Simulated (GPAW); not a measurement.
# Core-hole calculation of the Ti K edge in TiSe (Pnma), part 3 of 3

Aim: the dependence of the Ti K near-edge features of TiSe (Pnma) on volume.

GPAW 26.7.0; X-ray absorption from dipole matrix elements to empty bands, plane-wave PAW LDA.

So far. Step 4 (Spectrum with XCH, Ti atom 5): The total-energy difference is 4970.07 eV. One term is added: -22.68 eV, since the hole is spin-paired here and a spin-polarised one costs that much less in the free atom (computed apart). The photon energy is then 4947.39 eV. The tabulated edge of the element is 4966 eV. The functional leaves an error in such absolute values: in the free atom LDA prices this hole 13.2 eV below PBE (computed apart), and PBE is itself good to a few eV.

## Step 7: Reference energy of the supercell

Level of this step: plane-wave PAW DFT, LDA, self-consistent field (GPAW).

The cell changes for the next run, so it gets a reference energy of its own.

The cell differs from the one that the last finished run ended in (a 6.845 → 7.057 Å, b 6.990 → 7.207 Å, c 7.196 → 7.419 Å).

The input, scf.py:

```python
import numpy as np
from ase import Atoms
from ase.parallel import parprint, paropen
from gpaw import GPAW, PW, FermiDirac, Mixer, MixerDif, setup_paths
from gpaw.test import gen
setup_paths.insert(0, '.')
gen('Ti', name='nch1s', xcname='LDA', corehole=(1, 0, 0), write_xml=True)
from gpaw.mpi import world
world.barrier()

atoms = Atoms('Se8Ti8',
    cell=[[0, 7.05719262, 0],
     [0, -3.52859631, -6.28360797],
     [-6.52598436, 3.52859631, 0]],
    scaled_positions=[[0.475, 0.42, 0.22],
     [0.975, 0.42, 0.22],
     [0.445, 0.92, 0.28],
     [0.945, 0.92, 0.28],
     [0.055, 0.08, 0.72],
     [0.555, 0.08, 0.72],
     [0.025, 0.58, 0.78],
     [0.525, 0.58, 0.78],
     [0.775, 0.81, 0.01],
     [0.275, 0.81, 0.01],
     [0.035, 0.31, 0.49],
     [0.535, 0.31, 0.49],
     [0.465, 0.69, 0.51],
     [0.965, 0.69, 0.51],
     [0.725, 0.19, 0.99],
     [0.225, 0.19, 0.99]],
    pbc=True)
atoms.calc = calc = GPAW(legacy_gpaw=True, mode=PW(430), xc='LDA', setups={8: 'nch1s'},
    kpts={'size': (3, 3, 3), 'gamma': True}, occupations=FermiDirac(0.1),
    charge=0, mixer=Mixer(0.1, 5, 50), maxiter=150,
    convergence={'density': 0.0001}, txt='scf.txt')
energy = atoms.get_potential_energy() + calc.get_reference_energy()
ef = calc.get_fermi_level()
out = dict(energy=energy, fermi=ef, forces=atoms.get_forces().tolist())
parprint(f'all-electron energy {energy:.4f} eV, Fermi level {ef:.4f} eV')
ev = np.array([[calc.get_eigenvalues(k, s) for k in range(len(calc.get_ibz_k_points()))] for s in range(calc.get_number_of_spins())])
out['homo'], out['lumo'], out['counts'] = ev[ev < ef].max(), ev[ev > ef].min(), sorted(set((ev < ef).sum((0, 2)).tolist()))
out['filled'] = (ev[:, 0] < ef).sum(1).tolist()
import json
with paropen('out.json', 'w') as f:
    json.dump(out, f)
```

Command:

```console
OMP_NUM_THREADS=1 mpirun -n 2 gpaw python scf.py
```

Numbers of over 12 decimals in the logs are rounded to 6 here.

The log of the run:

```text
Input parameters:
  convergence: {density: 0.0001}
  kpts: {gamma: True,
         size: (3, 3, 3)}
  maxiter: 150
  mixer: {backend: pulay,
          beta: 0.1,
          method: separate,
          nmaxold: 5,
          weight: 50}
  mode: {ecut: 430.0,
         name: pw}
  occupations: {fixmagmom: False,
                name: fermi-dirac,
                width: 0.1}
  setups: {8: nch1s}

Initialize ...

[...]
4s(2) :    -0.168799     0.990650
3p(6) :    -1.425558     0.436626
4p(0) :    -0.056429     0.981035
3d(2) :    -0.164024     0.588737
*d    :     0.835976
--------------------------------

Diagonalizing with gridspacing h=0.050

state   all-electron     PAW
-------------------------------
3s:      -2.287902    -2.288205
3p:      -1.425558    -1.426242
3d:      -0.164024    -0.164519
*f:                    0.065395
-------------------------------
all-electron energy -713640.7882 eV, Fermi level 8.9946 eV
[key lines of the parts left out:]
Converged after 23 iterations.
Dipole moment: (0.000000, -0.000000, -0.000000) |e|*Ang
Free energy:   -111.965447
Fermi level: 8.99458
```

Elapsed: 3.3 min, on 2 MPI ranks of Arm Neoverse V1, shared host; peak memory 0.41 GiB; 6.5 min of CPU time.

Reference energy: -713640.788 eV with the cores included.

## Step 8: Spectrum with XCH, Ti atom 5

Shorter bonds are expected to push antibonding states and scattering resonances up, and longer ones down; the cell is scaled to test that.

Changed against the first core-hole run: volume scale from 1 to 1.03.

The input, xas.py:

```python
import numpy as np
from ase import Atoms
from ase.parallel import parprint, paropen
from gpaw import GPAW, PW, FermiDirac, Mixer, MixerDif, setup_paths
from gpaw.test import gen
setup_paths.insert(0, '.')
gen('Ti', name='fch1s', xcname='LDA', corehole=(1, 0, 1), write_xml=True)
from gpaw.mpi import world
world.barrier()

atoms = Atoms('Se8Ti8',
    cell=[[0, 7.05719262, 0],
     [0, -3.52859631, -6.28360797],
     [-6.52598436, 3.52859631, 0]],
    scaled_positions=[[0.475, 0.42, 0.22],
     [0.975, 0.42, 0.22],
     [0.445, 0.92, 0.28],
     [0.945, 0.92, 0.28],
     [0.055, 0.08, 0.72],
     [0.555, 0.08, 0.72],
     [0.025, 0.58, 0.78],
     [0.525, 0.58, 0.78],
     [0.775, 0.81, 0.01],
     [0.275, 0.81, 0.01],
     [0.035, 0.31, 0.49],
     [0.535, 0.31, 0.49],
     [0.465, 0.69, 0.51],
     [0.965, 0.69, 0.51],
     [0.725, 0.19, 0.99],
     [0.225, 0.19, 0.99]],
    pbc=True)
atoms.calc = calc = GPAW(legacy_gpaw=True, mode=PW(430), xc='LDA', setups={8: 'fch1s'},
    kpts={'size': (3, 3, 3), 'gamma': True}, occupations=FermiDirac(0.1),
    charge=-1, mixer=Mixer(0.1, 5, 50), maxiter=150,
    convergence={'density': 0.0001}, txt='scf.txt')
energy = atoms.get_potential_energy() + calc.get_reference_energy()
ef = calc.get_fermi_level()
out = dict(energy=energy, fermi=ef, forces=atoms.get_forces().tolist())
parprint(f'all-electron energy {energy:.4f} eV, Fermi level {ef:.4f} eV')
ev = np.array([[calc.get_eigenvalues(k, s) for k in range(len(calc.get_ibz_k_points()))] for s in range(calc.get_number_of_spins())])
out['homo'], out['lumo'], out['counts'] = ev[ev < ef].max(), ev[ev > ef].min(), sorted(set((ev < ef).sum((0, 2)).tolist()))
out['filled'] = (ev[:, 0] < ef).sum(1).tolist()

from ase.units import Ha
from gpaw.xas import dipole_matrix_elements
nb = int(calc.get_number_of_electrons() / 2) + 215
top, nb = nb, nb + 8 + nb // 12
nscf = calc.fixed_density(kpts={'size': (3, 3, 3), 'gamma': True}, nbands=nb,
    convergence={'bands': top, 'eigenstates': 1e-5}, maxiter=60, txt='nscf.txt')
cell = atoms.cell.array
ops = [cell.T @ U.T @ np.linalg.inv(cell.T) for U in nscf.wfs.kd.symmetry.op_scc]
E = np.arange(-6, 34, 0.1)
fwhm = np.interp(E, [4, 25], [0.94, 3.5])
Y, X, zero, highest = 0, 0, 1e9, 1e9
for spin in range(nscf.get_number_of_spins()):
    wfs = nscf.wfs
    A = dipole_matrix_elements(wfs.setups[8])
    eps = np.zeros((wfs.kd.nibzkpts, nb))
    d = np.zeros((3, A.shape[1], wfs.kd.nibzkpts, nb), complex)
    for kpt in wfs.kpt_u:
        if kpt.s == spin and 8 in kpt.P_ani:
            eps[kpt.k] = kpt.eps_n * Ha
            d[:, :, kpt.k] = (kpt.weight * wfs.nspins / 2) ** 0.5 * np.inner(A, kpt.P_ani[8])
    world.sum(eps)
    world.sum(d)
    T = np.einsum('amkn,bmkn->abkn', d, d.conj()).real
    T = sum(np.einsum('ai,ijkn,bj->abkn', R, T, R) for R in ops) / len(ops)
    empty = eps > ef
    zero, highest = min(zero, eps[empty].min()), min(highest, eps[:, top - 1].min())
    lines = [(eps, T, empty)] if spin == 0 else lines + [(eps, T, empty)]
for eps, T, empty in lines:
    f = np.einsum('aakn->akn', T).reshape(3, -1)
    x = eps.ravel() - zero
    w = np.interp(x, E, fwhm) / 2.35482
    g = np.exp(-0.5 * ((E[:, None] - x) / w) ** 2) / (w * (2 * np.pi) ** 0.5)
    Y = Y + (f * empty.ravel()) @ g.T
    X = X + (f * ~empty.ravel()) @ g.T
out.update(E=E.round(2).tolist(), xas=Y.tolist(), xes=X.tolist(), zero=zero, valid=highest - zero, nk=len(eps), nb=nb)
for i in range(0, len(E), 10):
    parprint(f'{E[i]:7.2f}', *(f'{v:10.3e}' for v in Y[:, i]))
import json
with paropen('out.json', 'w') as f:
    json.dump(out, f)
```

Command:

```console
OMP_NUM_THREADS=1 mpirun -n 2 gpaw python xas.py
```

The log of the run:

```text
Input parameters:
  charge: -1
  convergence: {density: 0.0001}
  kpts: {gamma: True,
         size: (3, 3, 3)}
  maxiter: 150
  mixer: {backend: pulay,
          beta: 0.1,
          method: separate,
          nmaxold: 5,
          weight: 50}
  mode: {ecut: 430.0,
         name: pw}
  occupations: {fixmagmom: False,
                name: fermi-dirac,
                width: 0.1}
  setups: {8: fch1s}

Initialize ...

[...]
*d    :     0.333350
--------------------------------

Diagonalizing with gridspacing h=0.050

state   all-electron     PAW
-------------------------------
3s:      -2.983269    -2.983558
3p:      -2.108060    -2.108705
3d:      -0.666650    -0.667242
*f:                   -0.026873
-------------------------------
all-electron energy -708670.6538 eV, Fermi level 8.9599 eV
[...]
32.00  3.984e-07  4.100e-07  4.779e-07
  33.00  3.711e-07  3.742e-07  4.781e-07
[key lines of the parts left out:]
Converged after 26 iterations.
Dipole moment: (-0.133689, -0.014140, 0.211545) |e|*Ang
Free energy:   -124.184323
Fermi level: 8.95989
```

Run time: 12 min. Hardware: 2 MPI ranks; peak memory 0.75 GiB; 24 min of CPU time.

| E (eV) | first run | this run |
| --- | --- | --- |
| -2.0 | 0.00 | 0.00 |
| -1.0 | 0.00 | 0.00 |
| 0.0 | 0.09 | 0.09 |
| 1.0 | 0.28 | 0.29 |
| 2.0 | 0.38 | 0.38 |
| 3.0 | 0.28 | 0.25 |
| 4.0 | 0.30 | 0.36 |
| 5.0 | 0.76 | 0.78 |
| 6.0 | 1.10 | 1.13 |
| 7.0 | 1.44 | 1.47 |
| 8.0 | 1.65 | 1.69 |
| 9.0 | 1.64 | 1.60 |
| 10.0 | 1.32 | 1.28 |
| 11.0 | 1.24 | 1.30 |
| 12.0 | 1.36 | 1.35 |
| 13.0 | 1.22 | 1.17 |
| 14.0 | 1.05 | 1.01 |
| 15.0 | 0.99 | 0.99 |
| 16.0 | 1.05 | 1.06 |
| 17.0 | 1.11 | 1.11 |
| 18.0 | 1.13 | 1.11 |
| 19.0 | 1.09 | 1.06 |
| 20.0 | 1.03 | 1.01 |
| 21.0 | 1.01 | 1.00 |
| 22.0 | 1.00 | 0.99 |
| 23.0 | 0.98 | 0.96 |
| 24.0 | 0.93 | 0.90 |
| 25.0 | 0.87 | 0.86 |
| 26.0 | 0.87 | 0.88 |
| 27.0 | 0.91 | 0.93 |
| 28.0 | 0.96 | 0.97 |
| 29.0 | 0.98 | 0.97 |
| 30.0 | 0.96 | 0.94 |
| 31.0 | 0.92 | 0.90 |
| 32.0 | 0.88 | 0.85 |

The scaled spectrum changes by 3 % r.m.s. The highest intensity below 24 eV goes from 8.5 eV (1.70) to 8.3 eV (1.71).

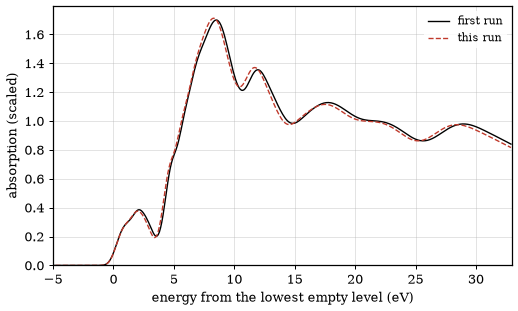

The effect of the change (volume scale from 1 to 1.03).

The photon energy of the zero moves by +0.06 eV.

## Step 9: Reference energy of the supercell

The cell changes for the next run, so it gets a reference energy of its own.

The cell differs from the one that the last finished run ended in (a 7.057 → 7.125 Å, b 7.207 → 7.276 Å, c 7.419 → 7.490 Å).

Edit scf.py of step 7 so:

```diff
@@ -11,5 +11,5 @@
 atoms = Atoms('Se8Ti8',
-    cell=[[0, 7.05719262, 0],
-     [0, -3.52859631, -6.28360797],
-     [-6.52598436, 3.52859631, 0]],
+    cell=[[0, 7.1250544, 0],
+     [0, -3.5625272, -6.34403098],
+     [-6.58873806, 3.5625272, 0]],
     scaled_positions=[[0.475, 0.42, 0.22],
```

Command:

```console
OMP_NUM_THREADS=1 mpirun -n 2 gpaw python scf.py
```

The log of the run:

```text
Input parameters:
  convergence: {density: 0.0001}
  kpts: {gamma: True,
         size: (3, 3, 3)}
  maxiter: 150
  mixer: {backend: pulay,
          beta: 0.1,
          method: separate,
          nmaxold: 5,
          weight: 50}
  mode: {ecut: 430.0,
         name: pw}
  occupations: {fixmagmom: False,
                name: fermi-dirac,
                width: 0.1}
  setups: {8: nch1s}

Initialize ...

[...]
4s(2) :    -0.168799     0.990650
3p(6) :    -1.425558     0.436626
4p(0) :    -0.056429     0.981035
3d(2) :    -0.164024     0.588737
*d    :     0.835976
--------------------------------

Diagonalizing with gridspacing h=0.050

state   all-electron     PAW
-------------------------------
3s:      -2.287902    -2.288205
3p:      -1.425558    -1.426242
3d:      -0.164024    -0.164519
*f:                    0.065395
-------------------------------
all-electron energy -713640.2219 eV, Fermi level 8.6468 eV
[key lines of the parts left out:]
Converged after 23 iterations.
Dipole moment: (-0.000000, 0.000000, 0.000000) |e|*Ang
Free energy:   -111.407772
Fermi level: 8.64677
```

Run time: 3.4 min. Hardware: 2 MPI ranks; peak memory 0.41 GiB; 6.8 min of CPU time.

Reference energy: -713640.222 eV with the cores included.

## Step 10: Spectrum with XCH, Ti atom 5

Shorter bonds are expected to push antibonding states and scattering resonances up, and longer ones down; the cell is scaled to test that.

Changed against the first core-hole run: volume scale from 1 to 1.06.

Edit xas.py of step 8 so:

```diff
@@ -11,5 +11,5 @@
 atoms = Atoms('Se8Ti8',
-    cell=[[0, 7.05719262, 0],
-     [0, -3.52859631, -6.28360797],
-     [-6.52598436, 3.52859631, 0]],
+    cell=[[0, 7.1250544, 0],
+     [0, -3.5625272, -6.34403098],
+     [-6.58873806, 3.5625272, 0]],
     scaled_positions=[[0.475, 0.42, 0.22],
@@ -45,3 +45,3 @@
 from gpaw.xas import dipole_matrix_elements
-nb = int(calc.get_number_of_electrons() / 2) + 215
+nb = int(calc.get_number_of_electrons() / 2) + 220
 top, nb = nb, nb + 8 + nb // 12
```

Command:

```console
OMP_NUM_THREADS=1 mpirun -n 2 gpaw python xas.py
```

The log of the run:

```text
Input parameters:
  charge: -1
  convergence: {density: 0.0001}
  kpts: {gamma: True,
         size: (3, 3, 3)}
  maxiter: 150
  mixer: {backend: pulay,
          beta: 0.1,
          method: separate,
          nmaxold: 5,
          weight: 50}
  mode: {ecut: 430.0,
         name: pw}
  occupations: {fixmagmom: False,
                name: fermi-dirac,
                width: 0.1}
  setups: {8: fch1s}

Initialize ...

[...]
*d    :     0.333350
--------------------------------

Diagonalizing with gridspacing h=0.050

state   all-electron     PAW
-------------------------------
3s:      -2.983269    -2.983558
3p:      -2.108060    -2.108705
3d:      -0.666650    -0.667242
*f:                   -0.026873
-------------------------------
all-electron energy -708670.0289 eV, Fermi level 8.6083 eV
[...]
32.00  3.851e-07  3.914e-07  4.820e-07
  33.00  3.685e-07  3.631e-07  4.740e-07
[key lines of the parts left out:]
Converged after 28 iterations.
Dipole moment: (-0.137235, -0.013051, 0.215872) |e|*Ang
Free energy:   -123.568264
Fermi level: 8.60834
```

It took 13 min on 2 MPI ranks; peak memory 0.77 GiB; 25 min of CPU time.

| E (eV) | first run | this run |
| --- | --- | --- |
| -2.0 | 0.00 | 0.00 |
| -1.0 | 0.00 | 0.00 |
| 0.0 | 0.09 | 0.08 |
| 1.0 | 0.28 | 0.29 |
| 2.0 | 0.38 | 0.37 |
| 3.0 | 0.28 | 0.21 |
| 4.0 | 0.30 | 0.43 |
| 5.0 | 0.76 | 0.81 |
| 6.0 | 1.10 | 1.14 |
| 7.0 | 1.44 | 1.52 |
| 8.0 | 1.65 | 1.72 |
| 9.0 | 1.64 | 1.55 |
| 10.0 | 1.32 | 1.27 |
| 11.0 | 1.24 | 1.35 |
| 12.0 | 1.36 | 1.33 |
| 13.0 | 1.22 | 1.12 |
| 14.0 | 1.05 | 0.98 |
| 15.0 | 0.99 | 1.00 |
| 16.0 | 1.05 | 1.06 |
| 17.0 | 1.11 | 1.10 |
| 18.0 | 1.13 | 1.09 |
| 19.0 | 1.09 | 1.04 |
| 20.0 | 1.03 | 1.00 |
| 21.0 | 1.01 | 0.99 |
| 22.0 | 1.00 | 0.98 |
| 23.0 | 0.98 | 0.94 |
| 24.0 | 0.93 | 0.89 |
| 25.0 | 0.87 | 0.87 |
| 26.0 | 0.87 | 0.90 |
| 27.0 | 0.91 | 0.95 |
| 28.0 | 0.96 | 0.97 |
| 29.0 | 0.98 | 0.95 |
| 30.0 | 0.96 | 0.92 |
| 31.0 | 0.92 | 0.88 |
| 32.0 | 0.88 | 0.83 |

Against the first run the r.m.s. difference is 5 %. The highest intensity below 24 eV goes from 8.5 eV (1.70) to 8.1 eV (1.73).

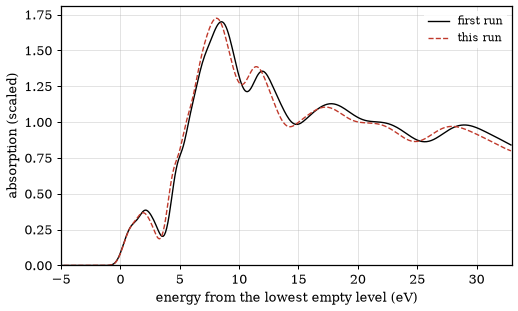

The effect of the change (volume scale from 1 to 1.06).

The photon energy of the zero moves by +0.12 eV.

## Step 11: The volumes side by side

```csv
volume,nearest distance (Å),shift of the zero (eV),maximum 1 (eV above own zero),maximum 2 (eV above own zero),maximum 3 (eV above own zero)
0.94,2.465,-0.15,9.0,12.5,18.3
1,2.517,+0.00,8.5,12.0,17.8
1.03,2.542,+0.06,8.3,11.7,17.5
1.06,2.566,+0.12,8.1,11.4,17.3
```

The curves, each shifted by its zero's change so that they share one photon-energy axis, counted from the zero at V × 1:

```csv
E (eV),V × 0.94,V × 1,V × 1.03,V × 1.06
-2.0,0.00,0.00,0.00,0.00
-1.0,0.00,0.00,0.00,0.00
0.0,0.13,0.09,0.07,0.06
1.0,0.30,0.28,0.28,0.27
2.0,0.40,0.38,0.38,0.37
3.0,0.33,0.28,0.26,0.24
4.0,0.26,0.30,0.33,0.36
5.0,0.75,0.76,0.77,0.77
6.0,1.06,1.10,1.10,1.10
7.0,1.45,1.44,1.45,1.48
8.0,1.58,1.65,1.68,1.71
9.0,1.67,1.64,1.62,1.59
10.0,1.40,1.32,1.30,1.29
11.0,1.17,1.24,1.29,1.33
12.0,1.30,1.36,1.36,1.35
13.0,1.27,1.22,1.19,1.15
14.0,1.12,1.05,1.01,0.98
15.0,1.01,0.99,0.99,0.99
16.0,1.03,1.05,1.05,1.05
17.0,1.11,1.11,1.11,1.10
18.0,1.16,1.13,1.11,1.09
19.0,1.14,1.09,1.06,1.04
20.0,1.08,1.03,1.02,1.00
21.0,1.03,1.01,1.00,0.99
22.0,1.01,1.00,0.99,0.98
23.0,1.00,0.98,0.96,0.95
24.0,0.96,0.93,0.91,0.89
25.0,0.91,0.87,0.87,0.86
26.0,0.87,0.87,0.88,0.89
27.0,0.88,0.91,0.93,0.95
28.0,0.92,0.96,0.97,0.97
29.0,0.97,0.98,0.97,0.96
30.0,0.99,0.96,0.94,0.92
31.0,0.97,0.92,0.90,0.88
32.0,0.93,0.88,0.86,0.84
```

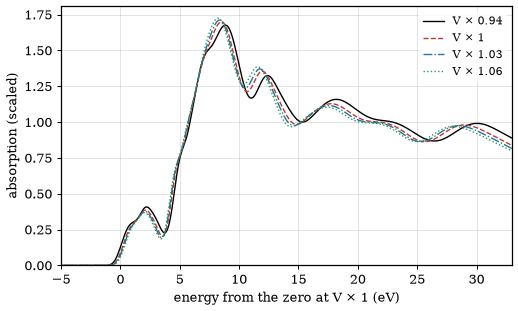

The edge at each volume, on one photon-energy scale.

## Step 12: Results

- absorber and edge: Ti K, atom 5 of the ground-state input (counted from 1)
- surroundings: 1 Se at 2.52 Å, 2 Se at 2.56 Å, 2 Se at 2.70 Å and 1 Se at 2.78 Å (distorted octahedral, site symmetry m)
- highest intensity below 24 eV: 8.5 eV above the zero, height 1.70
- photon energy of the zero, with the added terms: 4947.4 eV (raw 4970.1 eV; LDA puts this hole about 13 eV below PBE, itself good to a few eV)

From V × 0.94 to V × 1.06 the nearest distance grows by 0.101 Å and the zero moves by +0.27 eV. Above their own zero, the maxima move from 9.0 to 8.1 eV, from 12.5 to 11.4 eV and from 18.3 to 17.3 eV. The Ti K edge of atom 5, with 1 Se at 2.52 Å, 2 Se at 2.56 Å, 2 Se at 2.70 Å and 1 Se at 2.78 Å (distorted octahedral, site symmetry m), has its highest intensity of the first 24 eV at 8.5 eV above the zero, near 4956 eV in photon energy (LDA puts this hole about 13 eV below PBE, itself good to a few eV), 1.7 times the mean level of the first 20 eV (Gaussian full width 0.94 eV up to 4 eV, rising linearly to 3.5 eV at 25 eV). At the Ti K edge of atom 5 polarisation matters most near 7.7 eV, where the curves differ by 0.7 on this scale. The strongest dipole feature below the main edge lies at 2.1 eV (height 0.39); the site lacks an inversion centre, which allows local p–d mixing besides the mixing with the neighbours' empty states; the run doesn't separate the two. The unit cell's mesh shows no gap over 0.35 eV. That is right for a metallic compound; for a small-gap or correlated insulator it would be the fault of the functional or of the assumed magnetic order, and the hole would be screened too well. Quadrupole 1s→3d transitions, which feed the pre-edge, are not in the dipole spectrum. The mesh is coarse (0.38 Å⁻¹ between points), so small maxima may be mesh ripples. The structure is a published determination, not relaxed.

[Banner, clock and machine lines of the logs are left out without a mark of their own.]

[Logs are printed without paths, hosts, clocks, repeated set-up lines and the standing remarks that a program may print on its own settings, such as how far it seeks lower states.]

[Hosts, paths, dates, database ids (printed as entryN), source tags and the programs' standing remarks are cut or masked in the printed files.]

[Lists of maxima count a maximum above −3 eV only where it reaches 4 % of the highest in the window and stands out from its surroundings by 2 % of it (1.5 % where it reaches 55 %); shoulders and weaker maxima are passed over, and of the rest the first, up to two pre-edge ones and the few strongest are named.]
